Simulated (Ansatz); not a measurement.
# AlBrFH3OSi: what the fields show

```yaml
atoms:
  - { symbol: Al, position_ang: [0.7824, -0.7054, 2.4228] }
  - { symbol: Br, position_ang: [1.7005, -2.7408, 2.5007] }
  - { symbol: F, position_ang: [0.6036, 0.1337, 3.8386] }
  - { symbol: O, position_ang: [0.2778, -0.0178, 0.9819] }
  - { symbol: Si, position_ang: [-0.2261, 0.6468, -0.4490] }
  - { symbol: H, position_ang: [-0.4299, -0.4278, -1.4616] }
  - { symbol: H, position_ang: [-1.5111, 1.3731, -0.2436] }
  - { symbol: H, position_ang: [0.8046, 1.6012, -0.9470] }
```

Geometry: B3LYP-D3(BJ)/def2-SVP.

Level of theory: isolated molecule in a Gaussian basis; Kohn-Sham density functional theory, functional PBE0 (Ansatz 0.2.0).

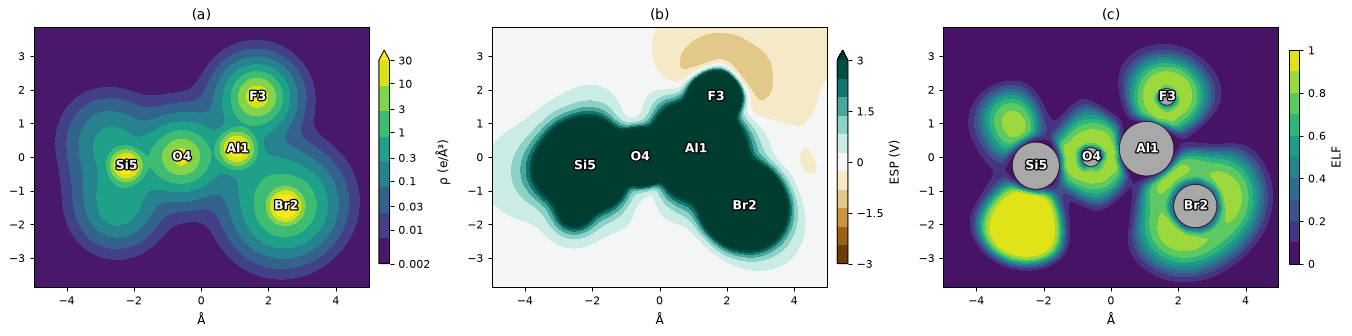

Figure 1. (a) electron density; (b) molecular electrostatic potential; (c) ELF on the plane of atoms Br2, Al1 and F3. Grey discs cover the atomic cores in the ELF map.

Q: Describe what can be read from this map.

A: The section cuts through Al, Br, F, O and Si sites. Al–F (1.66 Å): ρ at the midpoint is about 0.9 e/Å³; the ELF peaks at about 0.85 in the valence shell of F, 0.6 Å from its nucleus, and is about 0.40 at the midpoint. Si–O (1.66 Å): ρ at the midpoint is about 1.1 e/Å³; the ELF peaks at about 0.85 between the atoms, as expected for a polar covalent bond. Al–O (1.67 Å): the density is about 0.92 e/Å³ at the midpoint; the ELF peaks at about 0.85 in the valence shell of O, 0.6 Å from its nucleus, and is about 0.45 at the midpoint. Al–Br (2.23 Å): ρ at the midpoint is about 0.69 e/Å³; the ELF peaks at about 0.85 in the valence shell of Br, 1.1 Å from its nucleus, and is about 0.85 at the midpoint. The ELF also peaks beside Br2, O4 and F3, away from the bonds: lone-pair regions. Outside the dense part of the molecule the potential is most negative (−1.2 V) near F3.

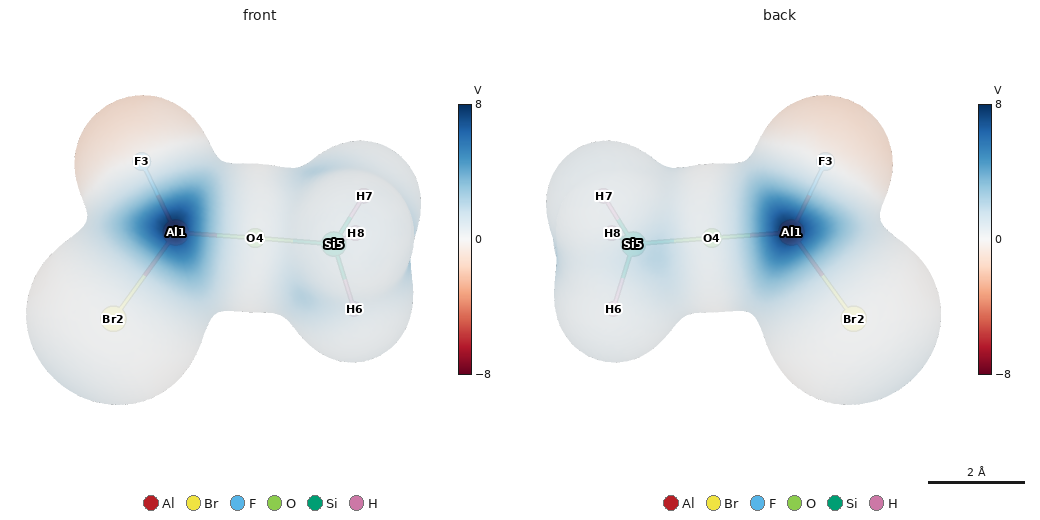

Figure 2. The electrostatic potential painted on the density surface at 0.004 e/bohr³, seen from the front and from behind; the colour scale runs from red (negative) to blue (positive).

Q: Describe the electrostatic potential map.

A: The most negative region (about −1.2 V) lies over F3, the most positive (about +7.3 V) over Al1. Br2 shows a σ-hole: about +0.7 V at the tip opposite its bond, against about 0.0 V on its flanks.

Q: How polar is the molecule by this calculation?

A: Its dipole moment is 1.26 D.

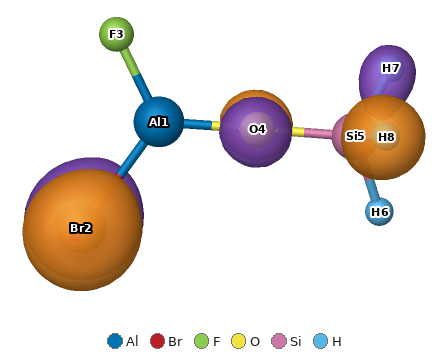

Figure 3. The HOMO−1 at ±0.15 Å⁻³ᐟ² (orange and purple are the two phases), seen across its widest extent.

Q: What is the character of this orbital?

A: By Hirshfeld shares it lies mainly on Br2 (about 55 %), O4 (about 15 %), Si5 (about 10 %) and H8 (about 10 %). Its energy is −9.08 eV.
